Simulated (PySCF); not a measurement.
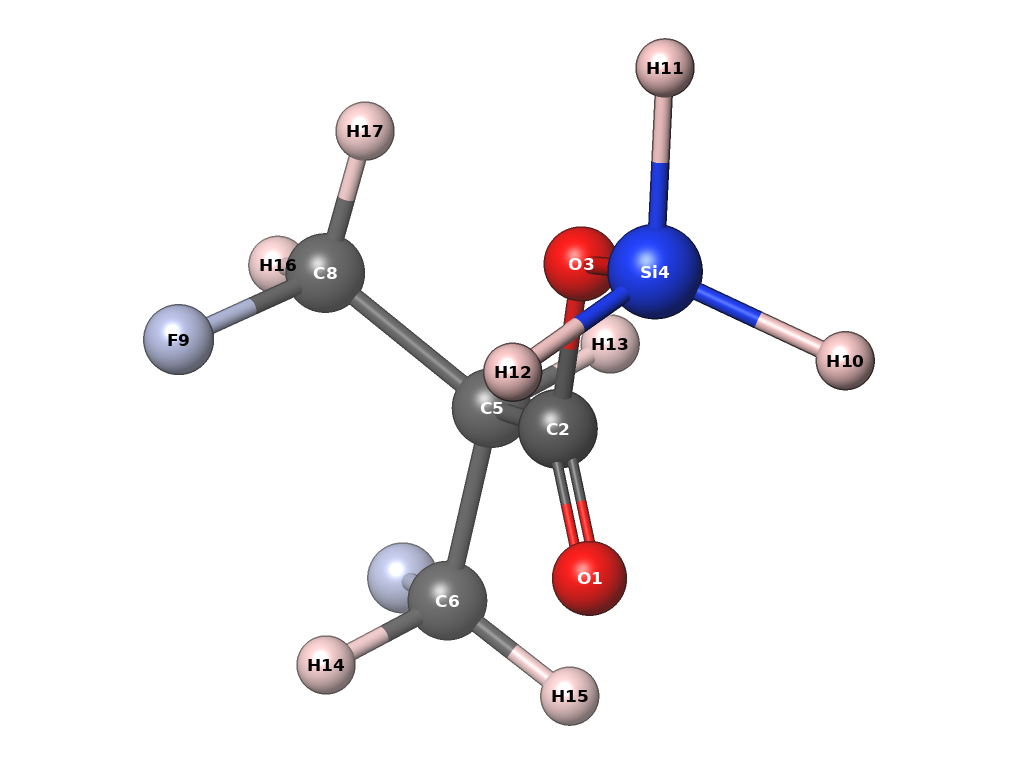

C5 lies behind C2. The molecule seen a little off the C2–C5 bond, C2 in front. Depth is shown by fading: the farther an atom, the more it takes the colour of the background. The computed structure is the end point of a PBE0-D3(BJ)/def2-SVP optimisation. No frequency run is at hand to confirm it as a minimum.

What is the torsion angle O3–C2–C5–C6? The sign is positive where the front bond must turn clockwise to cover the back bond.

Answer. −174°, antiperiplanar (anti).
